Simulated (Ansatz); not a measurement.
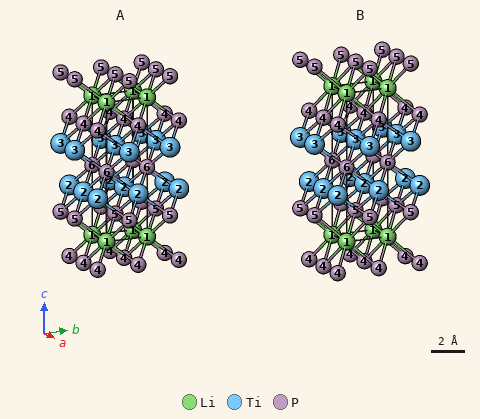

Two geometries of crystalline LiTi₂P₃ (a generated structure, set up in P-3m1) (coarse preliminary run), drawn at one scale. One is the start of a relaxation, the other its converged end. Style: ball-and-stick. Shown: the cell of the calculation, slightly off an axis.

Computed with Ansatz, DFT PBE, scalar-relativistic, plane waves, PAW. Set-up: plane-wave cutoff 420 eV; k-point mesh 6 × 6 × 2; occupations gaussian; smearing width 0.1 eV; no spin polarisation; cell and atoms relaxed; force threshold 0.04 eV/Å; at most 70 steps.

**Which of the two is the end point?**

Structure B is the relaxed one. The largest moves relative to the cell, 0.11 Å, are those of P4 and P5. P5 goes along +c. Largest moves by element: P 0.11 Å, Ti 0.01 Å. Li stays in place. The volume changes by +8.8 %, with a = b 3.478 → 3.512 Å (+1.0 %), c 8.594 → 9.169 Å (+6.7 %). Among the contacts that change: Li1–P4 2.500 → 2.643 Å, Ti2–P6 2.450 → 2.513 Å, Ti2–P5 2.450 → 2.467 Å. Bond angles that change, for instance: P4–Li1–P4 88.1° → 83.3°, Li1–P4–Li1 88.1° → 83.3°, P4–Li1–P5 91.9° → 96.7°. The space group stays P-3m1 (No. 164). Over 3 accepted moves (4 points after the start) the energy falls by 0.211 eV per cell of the calculation. Largest force component: 0.41 eV/Å at the start, 0.013 eV/Å at the end. The pressure goes from 6.99 to 0.05 GPa. The SCF was repeated once at an unchanged geometry on a basis and grid sized afresh for the cell, which shifted the energy by 2.3 meV per cell of the calculation at most. The run took 10 s on 1 thread of Arm Neoverse V2, with other jobs on the host, peak memory 0.37 GiB.
